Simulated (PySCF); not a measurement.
**ZnIn at other levels of theory**

What do other methods print for ZnIn?

The runs use PySCF 2.14.0; each script names its method and basis.

7 further runs of the same task are left out: 2 for a known fault of the program, 5 that didn't finish.

### 1 Where the work starts

ZnIn: 2 atoms, charge 0, spin multiplicity 2.

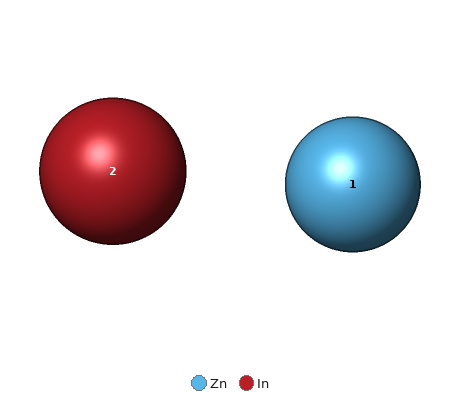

Start geometry, drawn with zinc blue, indium red; atoms are numbered from 1 in the order of the file.

### 2 Base script

input.py

```python
from pyscf import gto, scf

mol = gto.M(
    atom='Zn 0 0 0; In 0 0 2.58',
    basis='def2-svp',
    ecp={'In': 'def2-svp'},
    charge=0,
    spin=1,
    verbose=4,
)
mf = scf.UHF(mol)
mf = mf.newton()
mf.kernel()
mf.dip_moment()
print('orbital energies (hartree):', [e[max(0, n-3):n+3].round(4) for e, n in zip(mf.mo_energy, mol.nelec)])
```

Command:

```bash
$ python input.py
```

Log:

```text
PySCF version 2.14.0

[INPUT] verbose = 4
[INPUT] num. atoms = 2
[INPUT] num. electrons = 51
[INPUT] charge = 0
[INPUT] spin (= nelec alpha-beta = 2S) = 1
[INPUT] symmetry False subgroup None
[INPUT] Mole.unit = angstrom
[INPUT] Symbol           X                Y                Z      unit          X                Y                Z       unit  Magmom
[INPUT]  1 Zn     0.000000000000   0.000000000000   0.000000000000 AA    0.000000000000   0.000000000000   0.000000000000 Bohr   0.0
[INPUT]  2 In     0.000000000000   0.000000000000   2.580000000000 AA    0.000000000000   0.000000000000   4.875493401378 Bohr   0.0

nuclear repulsion = 129.217691038605
number of shells = 21
number of NR pGTOs = 134
number of NR cGTOs = 57
basis = def2-svp
ecp = {'In': 'def2-svp'}

******** <class 'pyscf.soscf.newton_ah.SecondOrderUHF'> ********
method = SecondOrderUHF
initial guess = minao
damping factor = 0
level_shift factor = 0
DIIS = <class 'pyscf.scf.diis.CDIIS'>
diis_start_cycle = 1
diis_space = 8
diis_damp = 0
SCF conv_tol = 1e-09
SCF conv_tol_grad = None
SCF max_cycles = 50
direct_scf = True
direct_scf_tol = 1e-13
number electrons alpha = 26  beta = 25
******** <class 'pyscf.scf.uhf.UHF'> Newton solver flags ********
SCF tol = 1e-09
conv_tol_grad = None
max. SCF cycles = 50
direct_scf = True
direct_scf_tol = 1e-13
max_cycle_inner = 12
max_stepsize = 0.05
ah_start_tol = 1e+09
ah_level_shift = 0
ah_conv_tol = 1e-12
ah_lindep = 1e-14
ah_start_cycle = 1
ah_max_cycle = 40
ah_grad_trust_region = 2.5
kf_interval = 4
kf_trust_region = 5
canonicalization = True
Set conv_tol_grad to 3.16228e-05

[... the frontier-level lines of each cycle are left out ...]

Initial guess E= -1966.27110318141  |g|= 0.893721
macro= 0  E= -1966.72832473823  delta_E= -0.457222  |g|= 0.322618  3 KF 17 JK
macro= 1  E= -1966.75083709578  delta_E= -0.0225124  |g|= 0.0283343  3 KF 13 JK
macro= 2  E= -1966.7518828683  delta_E= -0.00104577  |g|= 0.00036094  4 KF 16 JK
macro= 3  E= -1966.75188300118  delta_E= -1.3288e-07  |g|= 1.93567e-05  2 KF 10 JK
macro= 4  E= -1966.75188300118  delta_E= -9.09495e-13  |g|= 6.79746e-06  1 KF 2 JK
Canonicalize SCF orbitals
macro X = 5  E=-1966.75188300118  |g|= 6.79746e-06  total 14 KF 64 JK
converged SCF energy = -1966.75188300118  <S^2> = 1.019812  2S+1 = 2.2537187
Dipole moment(X, Y, Z, Debye):  0.00000,  0.00000, -1.81558
orbital energies (hartree): [array([-0.4758, -0.2832, -0.2036,  0.0073,  0.0193,  0.1663]), array([-0.8042, -0.416 , -0.271 ,  0.0216,  0.0282,  0.0498])]
```

Run time: 1.5 s. Hardware: 1 thread, shared host.

Base result: E(SCF) = -1966.751883 Eh, 5 macro-iterations, ⟨S²⟩ = 1.020, μ = 1.82 D.

The bond length is a typed value, not an optimised one.

### 3 Bhandhlyp (UKS)

Variant 1 changes functional: none (Hartree–Fock) → bhandhlyp; SCF type: UHF → UKS; step after the SCF: none → analyze.

Changes to input.py since step 2:

```diff
@@ -1,2 +1,2 @@
-from pyscf import gto, scf
+from pyscf import gto, dft
 
@@ -10,5 +10,6 @@
 )
-mf = scf.UHF(mol)
+mf = dft.UKS(mol, xc='bhandhlyp')
 mf = mf.newton()
 mf.kernel()
+mf.mulliken_pop()
 mf.dip_moment()
```

Command:

```bash
$ python input.py
```

Log:

```text
[... 20 set-up lines left out, the same as in an earlier log ...]
******** <class 'pyscf.soscf.newton_ah.SecondOrderUKS'> ********
method = SecondOrderUKS
[... 13 set-up lines left out, the same as in an earlier log ...]
XC library pyscf.dft.libxc version 7.0.0
    S. Lehtola, C. Steigemann, M. J.T. Oliveira, and M. A.L. Marques.,  SoftwareX 7, 1–5 (2018)
XC functionals = bhandhlyp
    A. D. Becke.,  J. Chem. Phys. 98, 1372 (1993)
    Defined through Gaussian implementation.
radial grids:
    Treutler-Ahlrichs [JCP 102, 346 (1995); DOI:10.1063/1.469408] (M4) radial grids
[... 1 set-up line left out, the same as in an earlier log ...]
becke partition: Becke, JCP 88, 2547 (1988); DOI:10.1063/1.454033
pruning grids: <function nwchem_prune>
grids dens level: 3
symmetrized grids: False
atomic radii adjust function: <function treutler_atomic_radii_adjust>
small_rho_cutoff = 0
******** <class 'pyscf.dft.uks.UKS'> Newton solver flags ********
[... 18 set-up lines left out, the same as in an earlier log ...]
tot grids = 42520
[... 1 set-up line left out, the same as in an earlier log ...]
[... the frontier-level lines of each cycle are left out ...]
[... 1 set-up line left out, the same as in an earlier log ...]
[... 1 set-up line left out, the same as in an earlier log ...]
[... 1 set-up line left out, the same as in an earlier log ...]
Initial guess E= -1968.35740084512  |g|= 1.0955
macro= 0  E= -1969.06201175061  delta_E= -0.704611  |g|= 0.537568  3 KF 16 JK
macro= 1  E= -1969.13221179217  delta_E= -0.0702  |g|= 0.0329006  3 KF 13 JK
macro= 2  E= -1969.13667780168  delta_E= -0.00446601  |g|= 0.000777804  4 KF 16 JK
macro= 3  E= -1969.1366779876  delta_E= -1.85923e-07  |g|= 2.55433e-05  2 KF 9 JK
macro= 4  E= -1969.13667798761  delta_E= -6.36646e-12  |g|= 1.13235e-05  1 KF 2 JK
Canonicalize SCF orbitals
macro X = 5  E=-1969.13667798761  |g|= 1.13235e-05  total 14 KF 62 JK
converged SCF energy = -1969.13667798761  <S^2> = 0.75352144  2S+1 = 2.0035183
 ** Mulliken pop       alpha | beta **
pop of  0 Zn 1s        0.99998 | 0.99998
pop of  0 Zn 2s        0.99991 | 0.99991
pop of  0 Zn 3s        0.99886 | 0.99888
pop of  0 Zn 4s        0.69923 | 0.71128
pop of  0 Zn 5s        0.15563 | 0.17195
pop of  0 Zn 2px       0.99981 | 0.99981
pop of  0 Zn 2py       0.99982 | 0.99981
pop of  0 Zn 2pz       0.99976 | 0.99976
pop of  0 Zn 3px       0.99911 | 0.99911
pop of  0 Zn 3py       0.99927 | 0.99915
pop of  0 Zn 3pz       0.99925 | 0.99925
pop of  0 Zn 4px       0.00452 | 0.00120
pop of  0 Zn 4py       0.08938 | 0.00117
pop of  0 Zn 4pz       0.03350 | 0.03831
pop of  0 Zn 3dxy      0.80539 | 0.80578
pop of  0 Zn 3dyz      0.80343 | 0.80179
pop of  0 Zn 3dz^2     0.79745 | 0.79783
pop of  0 Zn 3dxz      0.80092 | 0.80088
pop of  0 Zn 3dx2-y2    0.80539 | 0.80578
pop of  0 Zn 4dxy      0.19452 | 0.19414
pop of  0 Zn 4dyz      0.19539 | 0.19543
pop of  0 Zn 4dz^2     0.19543 | 0.19534
pop of  0 Zn 4dxz      0.19611 | 0.19615
pop of  0 Zn 4dx2-y2    0.19452 | 0.19414
pop of  0 Zn 4f-3      0.00000 | 0.00000
pop of  0 Zn 4f-2      0.00000 | 0.00000
pop of  0 Zn 4f-1      0.00000 | 0.00000
pop of  0 Zn 4f+0      0.00000 | 0.00000
pop of  0 Zn 4f+1      0.00000 | 0.00000
pop of  0 Zn 4f+2      0.00000 | 0.00000
pop of  0 Zn 4f+3      0.00000 | 0.00000
pop of  1 In 4s        1.29995 | 1.29994
pop of  1 In 5s       -0.30007 | -0.30009
pop of  1 In 6s        0.58832 | 0.60395
pop of  1 In 7s        0.37573 | 0.34950
pop of  1 In 4px       0.54190 | 0.54237
pop of  1 In 4py       0.53065 | 0.54229
pop of  1 In 4pz       0.53929 | 0.53968
pop of  1 In 5px       0.45678 | 0.45628
pop of  1 In 5py       0.47163 | 0.45669
pop of  1 In 5pz       0.46023 | 0.45986
pop of  1 In 6px       0.01634 | 0.00221
pop of  1 In 6py       0.37505 | 0.00176
pop of  1 In 6pz       0.10306 | 0.09191
pop of  1 In 7px       0.01891 | 0.00040
pop of  1 In 7py       0.49344 | 0.00041
pop of  1 In 7pz       0.04887 | 0.03759
pop of  1 In 4dxy      0.96566 | 0.96873
pop of  1 In 4dyz      0.96448 | 0.96747
pop of  1 In 4dz^2     0.96471 | 0.96612
pop of  1 In 4dxz      0.96553 | 0.96603
pop of  1 In 4dx2-y2    0.96568 | 0.96878
pop of  1 In 5dxy      0.03446 | 0.03142
pop of  1 In 5dyz      0.04131 | 0.03403
pop of  1 In 5dz^2     0.04068 | 0.03855
pop of  1 In 5dxz      0.03624 | 0.03557
pop of  1 In 5dx2-y2    0.03460 | 0.03173
In total            26.00000 | 25.00000
 ** Mulliken atomic charges   ( Nelec_alpha | Nelec_beta ) **
charge of  0Zn =      0.12663  (    14.96656     14.90681 )
charge of  1In =     -0.12663  (    11.03344     10.09319 )
Dipole moment(X, Y, Z, Debye):  0.00000,  0.00000, -1.45290
orbital energies (hartree): [array([-0.4095, -0.2537, -0.1577, -0.0523, -0.0438,  0.0893]), array([-0.604 , -0.3845, -0.2455, -0.0483, -0.0406, -0.0297])]
```

Wall time 13 s (1 thread, shared host).

Outcome: E(SCF) = -1969.136678 Eh, 5 macro-iterations, ⟨S²⟩ = 0.754, μ = 1.45 D.

### 4 Mn15l (UKS)

Variant 2 changes functional: none (Hartree–Fock) → mn15l; SCF type: UHF → UKS; step after the SCF: none → analyze.

Changes to input.py since step 2:

```diff
@@ -1,2 +1,2 @@
-from pyscf import gto, scf
+from pyscf import gto, dft
 
@@ -10,5 +10,6 @@
 )
-mf = scf.UHF(mol)
+mf = dft.UKS(mol, xc='mn15l')
 mf = mf.newton()
 mf.kernel()
+mf.mulliken_pop()
 mf.dip_moment()
```

Command:

```bash
$ python input.py
```

Log:

```text
[... 37 set-up lines left out, the same as in an earlier log ...]
XC functionals = mn15l
    H. S. Yu, X. He, and D. G. Truhlar.,  J. Chem. Theory Comput. 12, 1280-1293 (2016)
    H. S. Yu, X. He, and D. G. Truhlar.,  J. Chem. Theory Comput. 12, 1280-1293 (2016)
[... 30 set-up lines left out, the same as in an earlier log ...]
[... the frontier-level lines of each cycle are left out ...]
[... 1 set-up line left out, the same as in an earlier log ...]
[... 1 set-up line left out, the same as in an earlier log ...]
[... 1 set-up line left out, the same as in an earlier log ...]
Initial guess E= -1967.11380974685  |g|= 1.59592
macro= 0  E= -1968.37472451164  delta_E= -1.26091  |g|= 0.788132  3 KF 15 JK
macro= 1  E= -1968.56461978244  delta_E= -0.189895  |g|= 0.193367  3 KF 11 JK
macro= 2  E= -1968.57099943504  delta_E= -0.00637965  |g|= 0.000590932  5 KF 17 JK
macro= 3  E= -1968.57099945521  delta_E= -2.01744e-08  |g|= 2.35183e-05  2 KF 6 JK
macro= 4  E= -1968.57099945522  delta_E= -5.45697e-12  |g|= 9.64664e-06  1 KF 2 JK
Canonicalize SCF orbitals
macro X = 5  E=-1968.57099945522  |g|= 9.64664e-06  total 15 KF 57 JK
converged SCF energy = -1968.57099945522  <S^2> = 0.7553761  2S+1 = 2.0053689
 ** Mulliken pop       alpha | beta **
pop of  0 Zn 1s        0.99998 | 0.99998
pop of  0 Zn 2s        0.99979 | 0.99979
pop of  0 Zn 3s        0.99695 | 0.99696
pop of  0 Zn 4s        0.64900 | 0.64651
pop of  0 Zn 5s        0.19740 | 0.23403
pop of  0 Zn 2px       0.99977 | 0.99976
pop of  0 Zn 2py       0.99977 | 0.99976
pop of  0 Zn 2pz       0.99969 | 0.99969
pop of  0 Zn 3px       0.99905 | 0.99901
pop of  0 Zn 3py       0.99906 | 0.99901
pop of  0 Zn 3pz       0.99910 | 0.99908
pop of  0 Zn 4px       0.05826 | 0.00143
pop of  0 Zn 4py       0.06119 | 0.00142
pop of  0 Zn 4pz       0.03784 | 0.04041
pop of  0 Zn 3dxy      0.80675 | 0.80743
pop of  0 Zn 3dyz      0.80168 | 0.80063
pop of  0 Zn 3dz^2     0.79510 | 0.79579
pop of  0 Zn 3dxz      0.80158 | 0.80058
pop of  0 Zn 3dx2-y2    0.80675 | 0.80745
pop of  0 Zn 4dxy      0.19311 | 0.19245
pop of  0 Zn 4dyz      0.19429 | 0.19423
pop of  0 Zn 4dz^2     0.19267 | 0.19282
pop of  0 Zn 4dxz      0.19429 | 0.19425
pop of  0 Zn 4dx2-y2    0.19310 | 0.19242
pop of  0 Zn 4f-3      0.00000 | 0.00000
pop of  0 Zn 4f-2      0.00000 | 0.00000
pop of  0 Zn 4f-1      0.00000 | 0.00000
pop of  0 Zn 4f+0      0.00000 | 0.00000
pop of  0 Zn 4f+1      0.00000 | 0.00000
pop of  0 Zn 4f+2      0.00000 | 0.00000
pop of  0 Zn 4f+3      0.00000 | 0.00000
pop of  1 In 4s        1.29659 | 1.29658
pop of  1 In 5s       -0.29926 | -0.29929
pop of  1 In 6s        0.60343 | 0.57474
pop of  1 In 7s        0.35871 | 0.37599
pop of  1 In 4px       0.53789 | 0.54316
pop of  1 In 4py       0.53762 | 0.54316
pop of  1 In 4pz       0.53984 | 0.54042
pop of  1 In 5px       0.46117 | 0.45448
pop of  1 In 5py       0.46154 | 0.45449
pop of  1 In 5pz       0.45829 | 0.45774
pop of  1 In 6px       0.17307 | 0.00418
pop of  1 In 6py       0.18175 | 0.00416
pop of  1 In 6pz       0.11168 | 0.09504
pop of  1 In 7px       0.25722 | 0.00075
pop of  1 In 7py       0.27046 | 0.00074
pop of  1 In 7pz       0.05764 | 0.04916
pop of  1 In 4dxy      0.96032 | 0.96421
pop of  1 In 4dyz      0.95867 | 0.96182
pop of  1 In 4dz^2     0.95837 | 0.96096
pop of  1 In 4dxz      0.95870 | 0.96174
pop of  1 In 4dx2-y2    0.95874 | 0.96423
pop of  1 In 5dxy      0.03985 | 0.03715
pop of  1 In 5dyz      0.04656 | 0.04057
pop of  1 In 5dz^2     0.04713 | 0.04234
pop of  1 In 5dxz      0.04641 | 0.04067
pop of  1 In 5dx2-y2    0.04140 | 0.03590
In total            26.00000 | 25.00000
 ** Mulliken atomic charges   ( Nelec_alpha | Nelec_beta ) **
charge of  0Zn =      0.12892  (    14.97619     14.89489 )
charge of  1In =     -0.12892  (    11.02381     10.10511 )
Dipole moment(X, Y, Z, Debye): -0.00000, -0.00000, -1.04475
orbital energies (hartree): [array([-0.3385, -0.2125, -0.1148, -0.1098, -0.0916,  0.0312]), array([-0.4   , -0.32  , -0.206 , -0.1074, -0.0873, -0.0764])]
```

Run time: 29 s. Hardware: 1 thread, shared host.

This run: E(SCF) = -1968.570999 Eh, 5 macro-iterations, ⟨S²⟩ = 0.755, μ = 1.04 D.

### 5 Bp86 (UKS)

Variant 3 changes functional: none (Hartree–Fock) → bp86; SCF type: UHF → UKS; step after the SCF: none → analyze.

Changes to input.py since step 2:

```diff
@@ -1,2 +1,2 @@
-from pyscf import gto, scf
+from pyscf import gto, dft
 
@@ -10,5 +10,6 @@
 )
-mf = scf.UHF(mol)
+mf = dft.UKS(mol, xc='bp86')
 mf = mf.newton()
 mf.kernel()
+mf.mulliken_pop()
 mf.dip_moment()
```

Command:

```bash
$ python input.py
```

Log:

```text
[... 37 set-up lines left out, the same as in an earlier log ...]
XC functionals = bp86
    A. D. Becke.,  Phys. Rev. A 38, 3098 (1988)
    J. P. Perdew.,  Phys. Rev. B 33, 8822 (1986)
[... 30 set-up lines left out, the same as in an earlier log ...]
[... the frontier-level lines of each cycle are left out ...]
[... 1 set-up line left out, the same as in an earlier log ...]
[... 1 set-up line left out, the same as in an earlier log ...]
[... 1 set-up line left out, the same as in an earlier log ...]
Initial guess E= -1965.72705040719  |g|= 3.12652
macro= 0  E= -1968.6015041711  delta_E= -2.87445  |g|= 1.16936  3 KF 15 JK
macro= 1  E= -1969.55796104661  delta_E= -0.956457  |g|= 0.321641  3 KF 17 JK
macro= 2  E= -1969.60989933281  delta_E= -0.0519383  |g|= 0.207212  2 KF 6 JK
macro= 3  E= -1969.62244240725  delta_E= -0.0125431  |g|= 0.0800517  2 KF 5 JK
macro= 4  E= -1969.62316934429  delta_E= -0.000726937  |g|= 3.49513e-05  4 KF 16 JK
macro= 5  E= -1969.62316934428  delta_E= 5.91172e-12  |g|= 5.57648e-06  1 KF 2 JK
Canonicalize SCF orbitals
macro X = 6  E=-1969.62316934428  |g|= 5.57648e-06  total 16 KF 68 JK
converged SCF energy = -1969.62316934428  <S^2> = 0.75205961  2S+1 = 2.0020585
 ** Mulliken pop       alpha | beta **
pop of  0 Zn 1s        0.99998 | 0.99998
pop of  0 Zn 2s        0.99988 | 0.99988
pop of  0 Zn 3s        0.99873 | 0.99877
pop of  0 Zn 4s        0.73557 | 0.75083
pop of  0 Zn 5s        0.11547 | 0.12819
pop of  0 Zn 2px       0.99979 | 0.99979
pop of  0 Zn 2py       0.99981 | 0.99979
pop of  0 Zn 2pz       0.99974 | 0.99974
pop of  0 Zn 3px       0.99925 | 0.99925
pop of  0 Zn 3py       0.99939 | 0.99930
pop of  0 Zn 3pz       0.99939 | 0.99939
pop of  0 Zn 4px       0.00470 | 0.00109
pop of  0 Zn 4py       0.11561 | 0.00105
pop of  0 Zn 4pz       0.03970 | 0.04373
pop of  0 Zn 3dxy      0.80035 | 0.80096
pop of  0 Zn 3dyz      0.79741 | 0.79506
pop of  0 Zn 3dz^2     0.78839 | 0.78907
pop of  0 Zn 3dxz      0.79356 | 0.79372
pop of  0 Zn 3dx2-y2    0.80036 | 0.80095
pop of  0 Zn 4dxy      0.19951 | 0.19891
pop of  0 Zn 4dyz      0.20015 | 0.19989
pop of  0 Zn 4dz^2     0.19907 | 0.19896
pop of  0 Zn 4dxz      0.20070 | 0.20071
pop of  0 Zn 4dx2-y2    0.19950 | 0.19892
pop of  0 Zn 4f-3      0.00000 | 0.00000
pop of  0 Zn 4f-2      0.00000 | 0.00000
pop of  0 Zn 4f-1      0.00000 | 0.00000
pop of  0 Zn 4f+0      0.00000 | 0.00000
pop of  0 Zn 4f+1      0.00000 | 0.00000
pop of  0 Zn 4f+2      0.00000 | 0.00000
pop of  0 Zn 4f+3      0.00000 | 0.00000
pop of  1 In 4s        1.30196 | 1.30199
pop of  1 In 5s       -0.30075 | -0.30075
pop of  1 In 6s        0.63668 | 0.65401
pop of  1 In 7s        0.31924 | 0.29187
pop of  1 In 4px       0.54242 | 0.54280
pop of  1 In 4py       0.53145 | 0.54272
pop of  1 In 4pz       0.53951 | 0.53983
pop of  1 In 5px       0.45732 | 0.45692
pop of  1 In 5py       0.47129 | 0.45733
pop of  1 In 5pz       0.46110 | 0.46079
pop of  1 In 6px       0.01376 | 0.00210
pop of  1 In 6py       0.36608 | 0.00147
pop of  1 In 6pz       0.11410 | 0.10523
pop of  1 In 7px       0.01615 | 0.00098
pop of  1 In 7py       0.48192 | 0.00094
pop of  1 In 7pz       0.04745 | 0.03423
pop of  1 In 4dxy      0.95935 | 0.96247
pop of  1 In 4dyz      0.95840 | 0.96120
pop of  1 In 4dz^2     0.95775 | 0.95933
pop of  1 In 4dxz      0.95860 | 0.95940
pop of  1 In 4dx2-y2    0.95961 | 0.96253
pop of  1 In 5dxy      0.04079 | 0.03772
pop of  1 In 5dyz      0.04803 | 0.04125
pop of  1 In 5dz^2     0.04703 | 0.04441
pop of  1 In 5dxz      0.04421 | 0.04323
pop of  1 In 5dx2-y2    0.04053 | 0.03806
In total            26.00000 | 25.00000
 ** Mulliken atomic charges   ( Nelec_alpha | Nelec_beta ) **
charge of  0Zn =      0.11607  (    14.98601     14.89792 )
charge of  1In =     -0.11607  (    11.01399     10.10208 )
Dipole moment(X, Y, Z, Debye): -0.00000, -0.00000, -1.21450
orbital energies (hartree): [array([-0.3338, -0.2151, -0.115 , -0.1097, -0.0945,  0.0191]), array([-0.3878, -0.3205, -0.2082, -0.1014, -0.0888, -0.083 ])]
```

It took 13 s on 1 thread, shared host.

Outcome: E(SCF) = -1969.623169 Eh, 6 macro-iterations, ⟨S²⟩ = 0.752, μ = 1.21 D.

### 6 Stability test

Variant 4 changes step after the SCF: none → stability.

Changes to input.py since step 2:

```diff
@@ -13,2 +13,3 @@
 mf.kernel()
+mf.stability(internal=True, external=True)
 mf.dip_moment()
```

Command:

```bash
$ python input.py
```

Log:

```text
[... 62 set-up lines left out, the same as in an earlier log ...]
macro= 0  E= -1966.72832473823  delta_E= -0.457222  |g|= 0.322618  3 KF 17 JK
macro= 1  E= -1966.75083709578  delta_E= -0.0225124  |g|= 0.0283343  3 KF 13 JK
macro= 2  E= -1966.7518828683  delta_E= -0.00104577  |g|= 0.00036094  4 KF 16 JK
macro= 3  E= -1966.75188300118  delta_E= -1.3288e-07  |g|= 1.93567e-05  2 KF 10 JK
macro= 4  E= -1966.75188300118  delta_E= -9.09495e-13  |g|= 6.79746e-06  1 KF 2 JK
Canonicalize SCF orbitals
macro X = 5  E=-1966.75188300118  |g|= 6.79746e-06  total 14 KF 64 JK
converged SCF energy = -1966.75188300118  <S^2> = 1.019812  2S+1 = 2.2537187
uhf_internal: lowest eigs of H = [1.59325045e-05 6.98738297e-02 7.24304323e-02]
<class 'pyscf.soscf.newton_ah.SecondOrderUHF'> wavefunction is stable in the internal stability analysis
uhf_real2complex: lowest eigs of H = [0.00535749 0.04781303 0.09178763]
<class 'pyscf.soscf.newton_ah.SecondOrderUHF'> wavefunction is stable in the real -> complex stability analysis
uhf_external: lowest eigs of H = [3.26752304e-05 1.35934315e-03 7.79057026e-03]
<class 'pyscf.soscf.newton_ah.SecondOrderUHF'> wavefunction is stable in the UHF/UKS -> GHF/GKS stability analysis
Dipole moment(X, Y, Z, Debye):  0.00000,  0.00000, -1.81558
orbital energies (hartree): [array([-0.4758, -0.2832, -0.2036,  0.0073,  0.0193,  0.1663]), array([-0.8042, -0.416 , -0.271 ,  0.0216,  0.0282,  0.0498])]
```

Wall time 2.8 s (1 thread, shared host).

Result: E(SCF) = -1966.751883 Eh (no change), 5 macro-iterations, ⟨S²⟩ = 1.020, μ = 1.82 D, internal stable; real -> complex stable; UHF/UKS -> GHF/GKS stable.

### 7 Side by side

```
            run  E(SCF) (hartree)  from base (eV)   cycles  gap, α spin (eV)  SCF dipole (D)  after the SCF
           base      -1966.751883               0  5 macro              5.74            1.82            n/a
bhandhlyp (UKS)      -1969.136678  not comparable  5 macro              2.87            1.45            n/a
    mn15l (UKS)      -1968.570999  not comparable  5 macro              0.14            1.04            n/a
     bp86 (UKS)      -1969.623169  not comparable  6 macro              0.14            1.21            n/a
 stability test      -1966.751883          0.0000  5 macro              5.74            1.82         stable
```

Wall time on 1 thread, shared host, start-up included: base 1.5 s; bhandhlyp (UKS) 13 s; mn15l (UKS) 29 s; bp86 (UKS) 13 s; stability test 2.8 s.

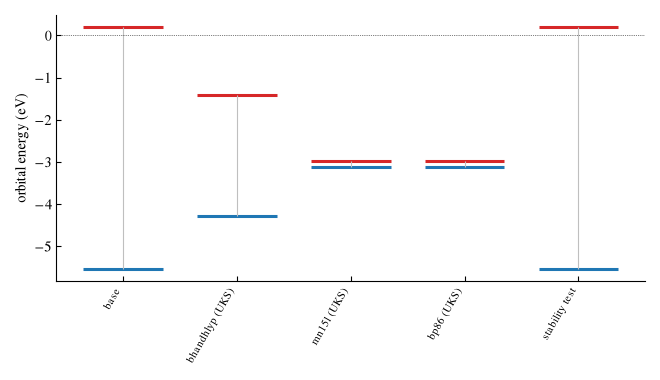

Frontier levels by run: filled blue, empty red. Open-shell runs show the α spin alone.

The α-spin gap between the frontier levels is 0.1 eV with mn15l (0 % exact exchange) and 2.9 eV with bhandhlyp (50 %): exact exchange opens it. A lower total energy from another functional means nothing by itself. The dearest run is “mn15l (UKS)”, at 29 s against 1.5 s.
